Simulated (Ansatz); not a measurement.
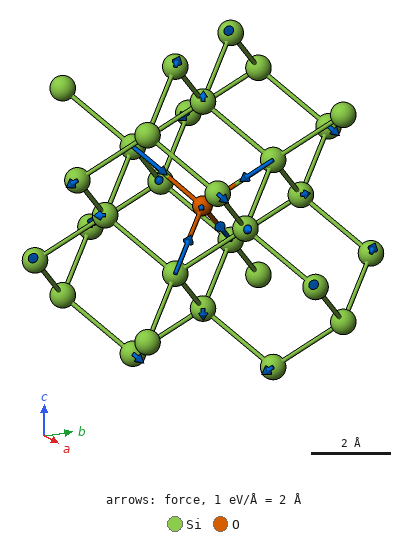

Starting geometry of a defect cell of composition Si16O with the computed forces as blue arrows. A ball-and-stick model of the atoms within 5.8 Å of the atom that moves most (axes of the conventional cell (4 times the calculation's cell) (origin shifted)), seen from a free direction. Lengths and directions refer to the drawn axes.

It is an interstitial O in diamond Si. The run prepares an end point of a later path (interstitial hop) calculation, from a guessed geometry.

Method: Ansatz 0.2.0, DFT PBE, scalar-relativistic, plane waves, PAW.

Input file:
```yaml
crystal:
  lattice:
    - [0.0, 5.43, 5.43]
    - [5.43, 0.0, 5.43]
    - [5.43, 5.43, 0.0]
  atoms:
    - { symbol: Si, position: [0.0, 0.0, 0.0] }
    - { symbol: Si, position: [0.125, 0.125, 0.125] }
    - { symbol: Si, position: [0.0, 0.0, 0.5] }
    - { symbol: Si, position: [0.125, 0.125, 0.625] }
    - { symbol: Si, position: [0.0, 0.5, 0.0] }
    - { symbol: Si, position: [0.125, 0.625, 0.125] }
    - { symbol: Si, position: [0.0, 0.5, 0.5] }
    - { symbol: Si, position: [0.125, 0.625, 0.625] }
    - { symbol: Si, position: [0.5, 0.0, 0.0] }
    - { symbol: Si, position: [0.625, 0.125, 0.125] }
    - { symbol: Si, position: [0.5, 0.0, 0.5] }
    - { symbol: Si, position: [0.625, 0.125, 0.625] }
    - { symbol: Si, position: [0.5, 0.5, 0.0] }
    - { symbol: Si, position: [0.625, 0.625, 0.125] }
    - { symbol: Si, position: [0.5, 0.5, 0.5] }
    - { symbol: Si, position: [0.625, 0.625, 0.625] }
    - { symbol: O, position: [0.74904816, 0.75481316, 0.74774174], spin: 1.0 }
magnetization:
  spin_polarized: true
basis:
  ecutwfc: 420.0
kpoints:
  mp_grid: { grid: [2, 2, 2] }
hamiltonian:
  xc: pbe
scf:
  occupations: { method: fermi_dirac, width: 0.05 }
  lower_state_search: "off"
relax:
  f_tol: 0.03
  max_steps: 60
  adjacent_minimum: "off"
output:
  write_density: true
  write_potential: true
  elf: true
  volumetric_format: npy
```

Launched with:
```bash
ansatz run input.yaml --threads 2 --pin off --max-ram 5120MiB --backend cpu --events-out ev --progress --plain --runs-dir out
```

What follows when this structure is relaxed?

It isn't relaxed: the largest force vector, on Si12, is 0.67 eV/Å. The final displacements have little in common with the starting forces (cosine between the two patterns −0.02). O17 moves most: 1.43 Å along [−1 −2 0]. By element the largest moves are O 1.43 Å, Si 0.38 Å. The cell doesn't change. Near-neighbour distances that change, for instance: Si14–O17 2.366 → 3.541 Å, Si3–O17 2.694 → 1.663 Å, Si16–O17 2.361 → 3.075 Å, Si8–O17 2.357 → 1.663 Å. New bonds form: Si3–O17 (2.69 → 1.66 Å). Among the angles between lasting bonds that change: Si7–Si16–Si11 109.5° → 118.5°, Si6–Si5–Si8 109.5° → 118.3°, Si8–Si7–Si16 109.5° → 100.8°. The energy falls by 3.458 eV per cell of the calculation in 19 accepted moves (20 points after the start). Largest force component: 0.39 eV/Å at the start, 0.012 eV/Å at the end. The line search rejected the trial step at point 4 of the run. The program noted that the starting moments weren't kept. Cost: 98 s on 2 threads of AMD EPYC 9R45 (Zen 5), with other jobs on the host, peak memory 0.85 GiB.

Limits of the set-up: the periodic images lie only 7.7 Å apart, so the values are limited by the cell's size.
